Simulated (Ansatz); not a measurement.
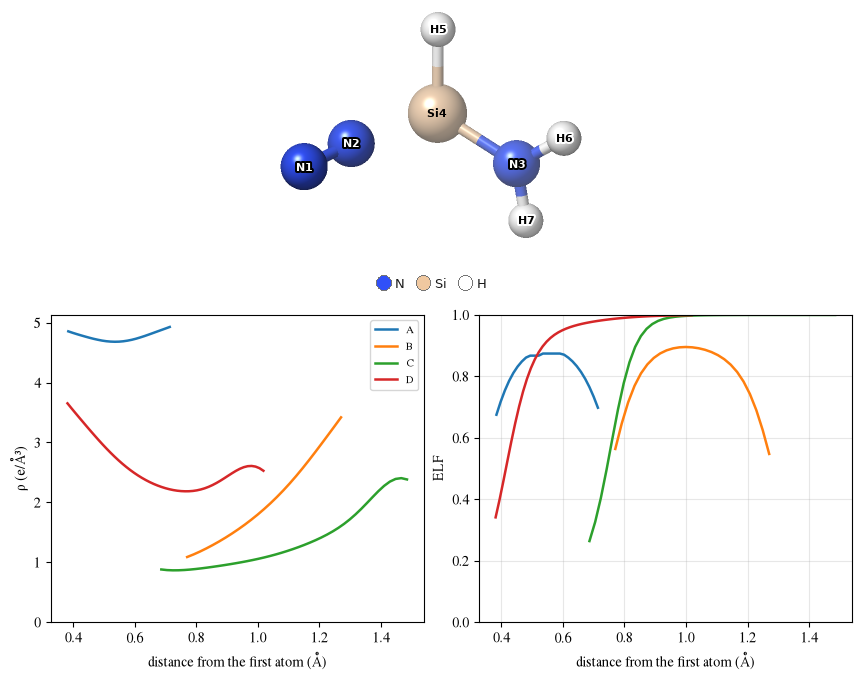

The picture shows: H₃N₃Si (charge +1, doublet). Electron density and electron localisation function along straight lines between neighbouring atoms. The curves leave out the atomic cores. The structure is drawn too.

Geometry: PBE0-D3(BJ)/def2-SVP.

Computed with Ansatz 0.2.0, isolated molecule in a Gaussian basis; Kohn-Sham density functional theory, functional PBE0.

```xyz
7

N    -4.5930    2.5944   -0.7682
N    -3.5678    2.2515   -0.9635
N    -1.2748    0.4383   -0.1222
Si   -1.7245    1.2930   -1.4796
H    -1.0003    2.5681   -1.7108
H    -0.5147    0.7396    0.4884
H    -1.6396   -0.4781    0.1304
```

Which curve belongs to which contact (N–H, N–N, Si–H and Si–N)? The first atom named is at distance zero.

Answer. Curve A: N–N (1.10 Å): ρ is about 4.7 e/Å³ halfway; the ELF peaks at about 0.85 between the atoms; a short, multiple covalent bond. Curve B: Si–N (1.67 Å): the density is about 1.2 e/Å³ at the midpoint; the ELF peaks at about 0.90 between the atoms (a polar covalent bond). Curve C: Si–H (1.48 Å): ρ is about 0.87 e/Å³ halfway; the ELF climbs to about 1 towards the hydrogen, as it does in any bond to H. Curve D: N–H (1.02 Å): the density is about 2.9 e/Å³ at the midpoint; the ELF climbs to about 1 towards the hydrogen (a covalent bond by its length).
